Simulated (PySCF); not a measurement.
CO2S3, SMILES `O=S=O.S=C=S`.

Computed with PySCF, HF/def2-TZVP, geometry: GFN2-xTB. GFN2-xTB bond lengths at metals and heavier atoms can be off by up to 0.1 Å and shapes distorted, which carries into these values.

Geometry (Å), atoms numbered from 1:

```
O1      -1.4708    0.6966   -1.2245
S2      -1.7852    0.0310    0.0095
O3      -1.4365    0.7422    1.2084
S4       2.1614    1.0121   -0.0091
C5       1.3725   -0.3127   -0.0009
S6       0.5627   -1.6452    0.0080
```

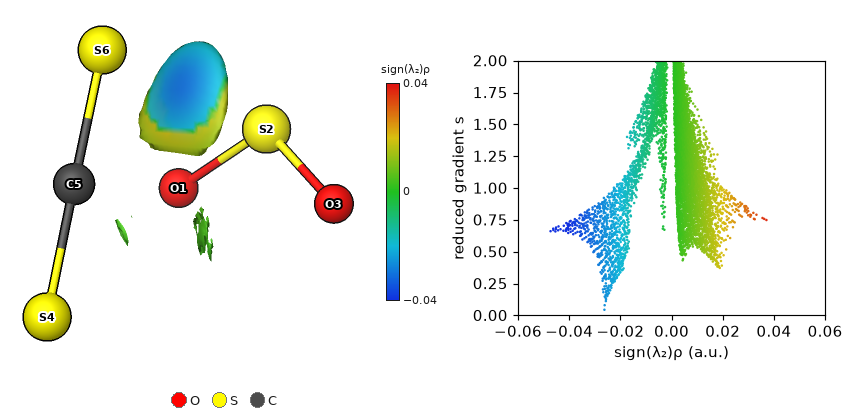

Non-covalent interaction surfaces between the fragments (reduced density gradient s = 0.5, coloured by sign(λ₂)ρ in a.u.; trimmed to the region between the fragments where ρ is under 0.06 a.u.). Fragment A: SO2 (atoms 1–3); fragment B: CS2. The plot gives s against sign(λ₂)ρ for grid points between the fragments.

Q: Which interactions hold the two fragments together?

A: Bond critical points between the fragments: S2···S6, 2.88 Å, ρ = 0.026 a.u. It appears blue (attractive, sign(λ₂)ρ well below zero). The pose is a local one from a semi-empirical search, not shown to be the most stable.

Q: How strongly are they bound?

A: The counterpoise-corrected interaction energy of the frozen fragments is +7.4 kcal/mol without dispersion correction and −1.0 kcal/mol with D3(BJ). The pair geometry is semi-empirical, not a minimum at this level.
